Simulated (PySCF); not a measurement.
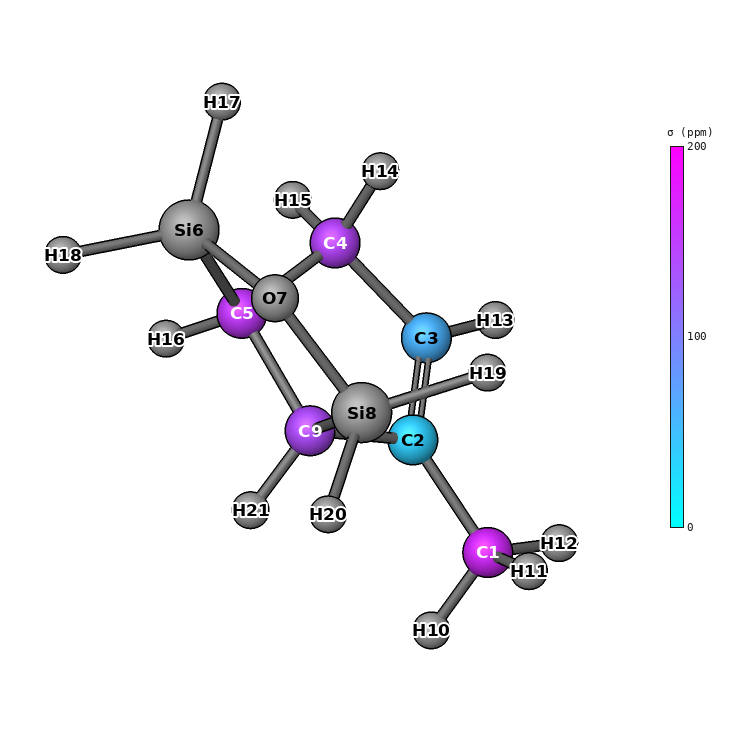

Atoms are coloured by their isotropic NMR shieldings (C only, the others grey). The geometry was computed by an optimisation with GFN2-xTB. No frequency run is at hand to confirm it as a minimum. Level of theory: GIAO PBE0/pcSseg-1 NMR shielding, non-relativistic, gas phase (PySCF 2.14.0).

Give the isotropic NMR shieldings of the C atoms atom by atom.

| atom | σ (ppm) |
| --- | --- |
| C1 | 166.6 |
| C2 | 38.0 |
| C3 | 58.9 |
| C4 | 145.1 |
| C5 | 154.6 |
| C9 | 139.2 |

The geometry is semi-empirical. Around Si such bond lengths and angles can be off by a tenth of an ångström or more and by several degrees, and values that hang on the shape move with them.
